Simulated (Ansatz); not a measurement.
# BSiH₃ (triplet): correlated methods under varied settings at distance B1–H4 along a hydrogen transfer = 1.288 Å

What do other methods and options give for BSiH₃ (triplet) at this geometry, and how long do they take?

Computed with Ansatz 0.2.0, Gaussian basis. Level: the settings change from run to run.

12 further runs of the same task are left out: 4 for a known fault of the program, 6 that didn't finish, 2 set aside as unsound or not needed.

## Step 1: What is computed

The geometry derives from fragments relaxed apart (PBE0/def2-TZVP) and kept rigid, so it is no stationary point. A hydrogen atom is moved between rigid fragments.

5 atoms, charge 0, spin multiplicity 3.

Atoms are counted from 1 here; the program's logs count them from 0.

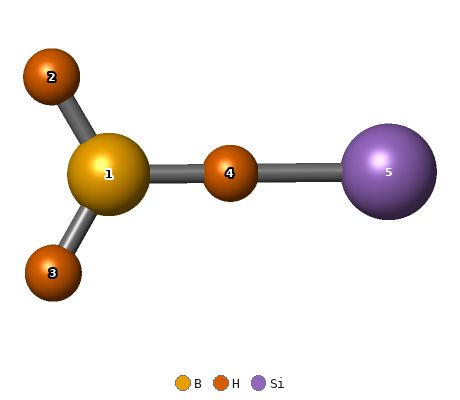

The structure; boron amber, hydrogen orange, silicon purple; atoms are numbered from 1 in the order of the file.

## Step 2: CASSCF(10,6)/6-31G*

in.yaml

```yaml
crystal:
  periodic: [false, false, false]
  atoms:
    - {symbol: B, position_ang: [-1.988744, 0.000000, 0.000000]}
    - {symbol: H, position_ang: [-2.585477, 1.033571, 0.000000]}
    - {symbol: H, position_ang: [-2.585477, -1.033571, 0.000000]}
    - {symbol: H, position_ang: [-0.700744, 0.000000, 0.000000]}
    - {symbol: Si, position_ang: [0.976256, 0.000000, 0.000000]}
basis:
  gaussian: {orbitals: "6-31G*"}
magnetization: {spin_polarized: false, initial_magnetization: 2}
correlation: {active_space: {window: {electrons: 10, orbitals: 6}}}
accuracy: high
scf: {lower_state_search: off}
output: {forces: true}
```

Command:

```sh
ansatz run in.yaml --threads 1 --pin off --events-out ev --progress --plain --max-ram 2393MiB
```

The program printed:

```text
Functional definition: HF
  name "HF"
  cite "Fock, Z. Phys. 61, 126 (1930) doi:10.1007/BF01340294"
  parent pbe
  exchange = exact_x
  correlation = 0
these checks for a lower state are left out or cut short: stability, starts, cluster_reference, orbital_swaps, neighbouring_geometries, increment
777 factors; integrals over basis functions are off by at most 3.5e-9 eV
mean field evaluation 1: about -8575.7866 eV, gradient 1.1e1 eV
mean field evaluation 2: about -8575.8077 eV, gradient 1.1e1 eV
mean field evaluation 4: about -8577.0406 eV, gradient 1.1e0 eV
mean field evaluation 8: about -8577.0562 eV, gradient 9.1e-2 eV
mean field evaluation 16: about -8577.0563 eV, gradient 1.2e-8 eV
mean field -8577.05627787 eV, -315.2010044742 hartree, gradient 1.2e-8 eV, S^2 2.000000; 0 other end points of the search recorded, 0 dependent functions left out
reference -8577.05627787 eV, -315.2010044742 hartree; 12, 10 occupied and 28, 30 virtual orbitals, 777 factors
state -8577.05627787 eV, -315.2010044742 hartree
the calculation of the forces begins
Total energy: -8577.05627787 eV, -315.2010044742 hartree
Atom 0 at    -1.988744     0.000000     0.000000 Å, force     0.525636    -0.000000     0.000000 eV/Å
Atom 1 at    -2.585477     1.033571     0.000000 Å, force     0.510228    -0.124292    -0.000000 eV/Å
Atom 2 at    -2.585477    -1.033571     0.000000 Å, force     0.510228     0.124292    -0.000000 eV/Å
Atom 3 at    -0.700744     0.000000     0.000000 Å, force    -3.118630    -0.000000     0.000000 eV/Å
Atom 4 at     0.976256     0.000000     0.000000 Å, force     1.572538     0.000000    -0.000000 eV/Å
Dipole moment:    -0.579277     0.000000    -0.000000 e Å
Checks for a lower state left out: stability, starts, cluster_reference, orbital_swaps, neighbouring_geometries, increment
```

Run time: 0.39 s. Hardware: 1 thread of AMD EPYC 9R45, shared host.

From the report: 36 determinants; active occupations 2.00, 2.00, 2.00, 2.00, 1.00, 1.00. With so small a space the active step adds no correlation: the energy is the mean field's.

## Step 3: BCCD/cc-pVDZ

in.yaml, as its differences from that of step 2:

```diff
@@ -9,7 +9,6 @@
 basis:
-  gaussian: {orbitals: "6-31G*"}
-magnetization: {spin_polarized: false, initial_magnetization: 2}
-correlation: {active_space: {window: {electrons: 10, orbitals: 6}}}
-accuracy: high
-scf: {lower_state_search: off}
+  gaussian: {orbitals: cc-pVDZ}
+magnetization: {spin_polarized: true, initial_magnetization: 2}
+hamiltonian: {xc: {name: PBE0}}
+correlation: {method: bccd, electrons: outside_noble_gas}
 output: {forces: true}
```

Launched as before.

The program printed, shortened:

```text
Functional definition: PBE0
  name "PBE0"
  cite "Adamo & Barone, J. Chem. Phys. 110, 6158 (1999) doi:10.1063/1.478522"
  cite "Perdew, Burke & Ernzerhof, Phys. Rev. Lett. 77, 3865 (1996) doi:10.1103/PhysRevLett.77.3865"
  parent pbe
[...]
446 factors; integrals over basis functions are off by at most 1.2e-3 eV
[...]
mean field -8593.64184199 eV, -315.8105127134 hartree, gradient 5.4e-6 eV, S^2 2.007823; 4 other end points of the search recorded, 0 dependent functions left out
6 core orbitals not correlated: weight in the atoms' cores, before any rotation towards them, 1.000 or more for the frozen orbitals, at most 0.000 for the correlated occupied ones
reference -8577.27243124 eV, -315.2089479640 hartree; 6, 4 occupied and 35, 37 virtual orbitals, 446 factors
second order -4.39363917 eV of doubles, -0.22095268 eV of singles
cycle   1  -5.25568579 eV  change   -6.4e-1 eV  update   7.6e-2
[...]
cycle  16  -5.54641110 eV  change    4.2e-7 eV  update   4.1e-7
[...]
Total energy: -8582.81884234 eV, -315.4127748125 hartree
Atom 0 at    -1.988744     0.000000     0.000000 Å, force     0.804390     0.000000     0.000000 eV/Å
Atom 1 at    -2.585477     1.033571     0.000000 Å, force     0.211317     0.365091    -0.000000 eV/Å
Atom 2 at    -2.585477    -1.033571     0.000000 Å, force     0.211317    -0.365091    -0.000000 eV/Å
Atom 3 at    -0.700744     0.000000     0.000000 Å, force    -2.218647     0.000000    -0.000000 eV/Å
Atom 4 at     0.976256     0.000000     0.000000 Å, force     0.991622     0.000000    -0.000000 eV/Å
Dipole moment:    -0.410198    -0.000000    -0.000000 e Å
```

It took 3.1 s on 1 thread of AMD EPYC 9R45, shared host.

From the report: ⟨S²⟩ of the determinant 2.008 (pure triplet: 2.00); correlation -5.5464 eV; largest double amplitude 0.08.

## Step 4: CISD/cc-pVDZ

in.yaml, as its differences from that of step 3:

```diff
@@ -10,5 +10,4 @@
   gaussian: {orbitals: cc-pVDZ}
-magnetization: {spin_polarized: true, initial_magnetization: 2}
-hamiltonian: {xc: {name: PBE0}}
-correlation: {method: bccd, electrons: outside_noble_gas}
-output: {forces: true}
+magnetization: {spin_polarized: false, initial_magnetization: 2}
+correlation: {active_space: {ras: {orbitals: [4, 2, 35], electrons: 10, max_holes: 2, max_particles: 2}, fixed_orbitals: true}}
+accuracy: high
```

The command is unchanged.

The program printed:

```text
Functional definition: HF
  name "HF"
  cite "Fock, Z. Phys. 61, 126 (1930) doi:10.1007/BF01340294"
  parent pbe
  exchange = exact_x
  correlation = 0
1000 factors; integrals over basis functions are off by at most 3.8e-9 eV
mean field evaluation 1: about -8575.7471 eV, gradient 1.2e1 eV
mean field evaluation 2: about -8575.7697 eV, gradient 1.2e1 eV
mean field evaluation 4: about -8577.3779 eV, gradient 2.6e0 eV
mean field evaluation 8: about -8577.5741 eV, gradient 3.5e-1 eV
mean field evaluation 16: about -8577.5757 eV, gradient 3.9e-6 eV
mean field evaluation 32: about -8577.5634 eV, gradient 5.7e-1 eV
mean field -8577.57569376 eV, -315.2200926559 hartree, gradient 1.6e-8 eV, S^2 2.000000; 6 other end points of the search recorded, 0 dependent functions left out
reference -8577.57569376 eV, -315.2200926559 hartree; 12, 10 occupied and 35, 37 virtual orbitals, 1000 factors
state -8582.47820330 eV, -315.4002565584 hartree
Total energy: -8582.47820330 eV, -315.4002565584 hartree
```

Wall time 1.7 s (1 thread of AMD EPYC 9R45, shared host).

From the report: 45,416 determinants.

## Step 5: CISD/def2-TZVP

in.yaml, as its differences from that of step 4:

```diff
@@ -9,5 +9,4 @@
 basis:
-  gaussian: {orbitals: cc-pVDZ}
+  gaussian: {orbitals: def2-TZVP}
 magnetization: {spin_polarized: false, initial_magnetization: 2}
-correlation: {active_space: {ras: {orbitals: [4, 2, 35], electrons: 10, max_holes: 2, max_particles: 2}, fixed_orbitals: true}}
-accuracy: high
+correlation: {active_space: {ras: {orbitals: [4, 2, 74], electrons: 10, max_holes: 2, max_particles: 2}, fixed_orbitals: true}}
```

Same command.

The program printed:

```text
Functional definition: HF
  name "HF"
  cite "Fock, Z. Phys. 61, 126 (1930) doi:10.1007/BF01340294"
  parent pbe
  exchange = exact_x
  correlation = 0
560 factors; integrals over basis functions are off by at most 1.3e-3 eV
mean field evaluation 1: about -8575.6593 eV, gradient 1.4e1 eV
mean field evaluation 2: about -8575.6629 eV, gradient 1.4e1 eV
mean field evaluation 4: about -8577.6064 eV, gradient 3.3e0 eV
mean field evaluation 8: about -8577.8656 eV, gradient 1.9e-1 eV
mean field evaluation 16: about -8577.6984 eV, gradient 2.1e0 eV
mean field evaluation 32: about -8577.0695 eV, gradient 5.1e0 eV
mean field -8577.86596564 eV, -315.2307599507 hartree, gradient 9.2e-6 eV, S^2 2.000000; 5 other end points of the search recorded, 0 dependent functions left out
reference -8577.86596564 eV, -315.2307599507 hartree; 12, 10 occupied and 74, 76 virtual orbitals, 560 factors
state -8583.38002405 eV, -315.4333978599 hartree
Total energy: -8583.38002405 eV, -315.4333978599 hartree
```

It took 8 s on 1 thread of AMD EPYC 9R45, shared host; peak memory 0.29 GiB.

From the report: 199,986 determinants.

## Step 6: All runs side by side

Where basis and cores are those of an earlier UCCSDT(Q)/cc-pVDZ run (-8583.0434 eV), and the state is the same kind, the miss against it is given.

```
                          level         correlated  functions  energy (eV)  from UCCSDT(Q) (meV)    time
            CASSCF(10,6)/6-31G*                            40   -8577.0563                        0.39 s
BCCD/cc-pVDZ (on PBE0 orbitals)  outside noble gas         47   -8582.8188                 224.6   3.1 s
                   CISD/cc-pVDZ  outside noble gas         47   -8582.4782                 565.2   1.7 s
                 CISD/def2-TZVP  outside noble gas         86   -8583.3800                           8 s
```

## Step 7: Results

| quantity | value |
| --- | --- |
| runs | 4 |
| quickest | CASSCF(10,6)/6-31G*, 0.39 s |
| slowest | CISD/def2-TZVP, 8 s |

In words: Total energies in different bases, with other cores or another treatment of relativity can't be set against each other. CISD/def2-TZVP took 21 times as long as CASSCF(10,6)/6-31G*; the jobs differ in more than the method. Among the correlated runs with a miss given, it spans +225 to +565 meV. Cores frozen from Kohn-Sham orbitals shift the total energy.
